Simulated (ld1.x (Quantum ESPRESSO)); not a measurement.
## P: pseudopotential generation (part 2 of 2)

Continued. System: phosphorus (P, Z = 15), core [He], reference valence 2s2 2p6 3s1.5 3p3.5, valence charge 13. Method: TM potential, PBE, scalar-relativistic, made with ld1.x (Quantum ESPRESSO) 7.5.

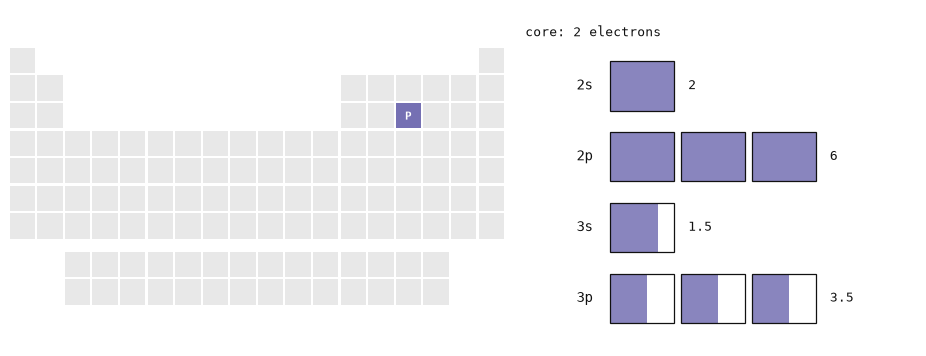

Left, the place of phosphorus in the periodic table; right, the valence shells of the reference configuration: a box for each of the 2l + 1 orbitals, shaded by the share of the shell that is filled, with the electron count at the right.

**Output of the test run (extracts), continued**
```
     ---------------------- Testing the pseudopotential ----------------------

     P
     scalar relativistic calculation

     atomic number is 15.00   valence charge is 13.00
     dft =PBE   lsd =0 sic =0 latt =0  beta=0.20 tr2=1.0E-14
     mesh =1147 r(mesh) = 101.18493 xmin = -7.00 dx = 0.01250

     n l     nl             e AE (Ry)        e PS (Ry)    De AE-PS (Ry)
     1 0     2S   1( 2.00)      -14.51792      -14.40257       -0.11534  !
     2 1     2P   1( 6.00)      -10.88440      -10.76357       -0.12083  !
     2 0     3S   1( 2.00)       -2.49572       -2.36230       -0.13343  !
     3 1     3P   1( 1.00)       -1.78418       -1.65993       -0.12425  !

     eps = 1.6E-15  iter = 24

     Etot =    -681.683248 Ry,    -340.841624 Ha,   -9274.773073 eV
     Etotps =  -241.155745 Ry,    -120.577873 Ha,   -3281.091068 eV
     dEtot_ae =       1.810058 Ry
     dEtot_ps =       1.646248 Ry,   Delta E=       0.163809 Ry

     Ekin =     162.517221 Ry,      81.258610 Ha,    2211.159430 eV
     Encl =    -552.545976 Ry,    -276.272988 Ha,   -7517.770986 eV
     Ehrt =     148.498790 Ry,      74.249395 Ha,    2020.428968 eV
     Ecxc =     -23.916088 Ry,     -11.958044 Ha,    -325.394956 eV
     Epseu=      24.290308 Ry,      12.145154 Ha,     330.486476 eV

     ---------------------- End of pseudopotential test ----------------------

     ---------------------- Testing the pseudopotential ----------------------

     P
     scalar relativistic calculation

     atomic number is 15.00   valence charge is 13.00
     dft =PBE   lsd =0 sic =0 latt =0  beta=0.20 tr2=1.0E-14
     mesh =1147 r(mesh) = 101.18493 xmin = -7.00 dx = 0.01250

     n l     nl             e AE (Ry)        e PS (Ry)    De AE-PS (Ry)
     1 0     2S   1( 2.00)      -13.00747      -13.03380        0.02633  !
     2 1     2P   1( 6.00)       -9.36763       -9.39646        0.02883  !
     2 0     3S   1( 0.00)       -1.12597       -1.06859       -0.05738  !
     3 1     3P   1( 5.00)       -0.48451       -0.43728       -0.04723  !

     eps = 9.5E-15  iter = 30

     Etot =    -682.541430 Ry,    -341.270715 Ha,   -9286.449244 eV
     Etotps =  -241.867777 Ry,    -120.933888 Ha,   -3290.778747 eV
     dEtot_ae =       0.951875 Ry
     dEtot_ps =       0.934217 Ry,   Delta E=       0.017658 Ry

     Ekin =     166.314303 Ry,      83.157151 Ha,    2262.821364 eV
     Encl =    -570.090022 Ry,    -285.045011 Ha,   -7756.469887 eV
     Ehrt =     164.637035 Ry,      82.318517 Ha,    2240.000969 eV
     Ecxc =     -24.880286 Ry,     -12.440143 Ha,    -338.513531 eV
     Epseu=      22.151193 Ry,      11.075597 Ha,     301.382338 eV

     ---------------------- End of pseudopotential test ----------------------

     ---------------------- Testing the pseudopotential ----------------------

     P
     scalar relativistic calculation

     atomic number is 15.00   valence charge is 13.00
     dft =PBE   lsd =0 sic =0 latt =0  beta=0.20 tr2=1.0E-14
     mesh =1147 r(mesh) = 101.18493 xmin = -7.00 dx = 0.01250

     n l     nl             e AE (Ry)        e PS (Ry)    De AE-PS (Ry)
     1 0     2S   1( 2.00)      -16.91264      -16.68470       -0.22795  !
     2 1     2P   1( 6.00)      -13.28883      -13.04747       -0.24137  !
     2 0     3S   1( 1.00)       -4.29705       -4.08794       -0.20911  !
     3 1     3P   1( 0.00)       -3.50109       -3.28586       -0.21522  !

     eps = 7.0E-16  iter = 26

     Etot =    -675.675139 Ry,    -337.837569 Ha,   -9193.028592 eV
     Etotps =  -235.483961 Ry,    -117.741981 Ha,   -3203.922513 eV
     dEtot_ae =       7.818166 Ry
     dEtot_ps =       7.318032 Ry,   Delta E=       0.500134 Ry

     Ekin =     158.851253 Ry,      79.425626 Ha,    2161.281394 eV
     Encl =    -521.895844 Ry,    -260.947922 Ha,   -7100.754702 eV
     Ehrt =     126.425212 Ry,      63.212606 Ha,    1720.102633 eV
     Ecxc =     -22.496212 Ry,     -11.248106 Ha,    -306.076560 eV
     Epseu=      23.631631 Ry,      11.815816 Ha,     321.524722 eV

     ---------------------- End of pseudopotential test ----------------------

     ---------------------- Testing the pseudopotential ----------------------

     P
     scalar relativistic calculation

     atomic number is 15.00   valence charge is 13.00
     dft =PBE   lsd =0 sic =0 latt =0  beta=0.20 tr2=1.0E-14
     mesh =1147 r(mesh) = 101.18493 xmin = -7.00 dx = 0.01250

     n l     nl             e AE (Ry)        e PS (Ry)    De AE-PS (Ry)
     1 0     2S   1( 2.00)      -15.61064      -15.42835       -0.18229  !
     2 1     2P   1( 6.00)      -11.98189      -11.78948       -0.19240  !
     2 0     3S   1( 2.00)       -3.35247       -3.17969       -0.17278  !
     3 1     3P   1( 0.00)       -2.59815       -2.42891       -0.16924  !

     eps = 1.5E-15  iter = 26

     Etot =    -679.497469 Ry,    -339.748735 Ha,   -9245.034047 eV
     Etotps =  -239.115965 Ry,    -119.557982 Ha,   -3253.338439 eV
     dEtot_ae =       3.995836 Ry
     dEtot_ps =       3.686029 Ry,   Delta E=       0.309807 Ry

     Ekin =     160.408281 Ry,      80.204140 Ha,    2182.465845 eV
     Encl =    -538.933343 Ry,    -269.466671 Ha,   -7332.561676 eV
     Ehrt =     138.074792 Ry,      69.037396 Ha,    1878.603247 eV
     Ecxc =     -23.249571 Ry,     -11.624785 Ha,    -316.326525 eV
     Epseu=      24.583876 Ry,      12.291938 Ha,     334.480671 eV

     ---------------------- End of pseudopotential test ----------------------

     ---------------------- Testing the pseudopotential ----------------------

     P
     scalar relativistic calculation

     atomic number is 15.00   valence charge is 13.00
     dft =PBE   lsd =0 sic =0 latt =0  beta=0.20 tr2=1.0E-14
     mesh =1147 r(mesh) = 101.18493 xmin = -7.00 dx = 0.01250

     n l     nl             e AE (Ry)        e PS (Ry)    De AE-PS (Ry)
     1 0     2S   1( 2.00)      -13.67887      -13.64104       -0.03784  !
     2 1     2P   1( 6.00)      -10.04133      -10.00286       -0.03846  !
     2 0     3S   1( 1.00)       -1.76236       -1.66929       -0.09307  !
     3 1     3P   1( 3.00)       -1.08858       -1.00621       -0.08237  !

     eps = 1.3E-15  iter = 22

     Etot =    -682.420191 Ry,    -341.210095 Ha,   -9284.799698 eV
     Etotps =  -241.800226 Ry,    -120.900113 Ha,   -3289.859668 eV
     dEtot_ae =       1.073114 Ry
     dEtot_ps =       1.001768 Ry,   Delta E=       0.071346 Ry

     Ekin =     164.788503 Ry,      82.394252 Ha,    2242.061804 eV
     Encl =    -562.367088 Ry,    -281.183544 Ha,   -7651.394016 eV
     Ehrt =     157.083336 Ry,      78.541668 Ha,    2137.227668 eV
     Ecxc =     -24.438375 Ry,     -12.219187 Ha,    -332.501026 eV
     Epseu=      23.133397 Ry,      11.566699 Ha,     314.745903 eV

     ---------------------- End of pseudopotential test ----------------------
```

**Results in brief**

- outcome: generated; the pseudo-atom misses its reference levels by up to 0.84 eV (3s, which has no pseudo-wave of its own)
- reference test: the pseudo-atom misses its own reference levels by up to 0.84 eV
- cutoffs needed: over 300 Ry and over 300 Ry (the cutoffs, on a coarse ladder, from which the occupation-weighted sum of valence levels, in a spherical-Bessel basis at the reference potential, stays within 10 and 1 mRy of its value at 400 Ry); ghost states and empty shells don't enter this sum
- ghost test: no ghost state below the valence levels in the s, p, d, f channels (spherical-Bessel basis up to 400 Ry, 20 bohr box)
- largest excitation error: +6805 meV (all-electron minus pseudo) for 2s2 2p6 3s1 3p0, out of 7 test configurations
- range over which the phases arctan(r u′/u) at the test radius agree within 0.05 rad (a looser test near the poles than one of phase shifts): s: up to about -0.2 Ry; p: up to about -0.8 Ry
- hardware: 1 CPU thread, shared host
- wall time: 2.2 s

**Remarks**

An excitation error of 6805 meV in its own tests makes this a poorly transferable potential.
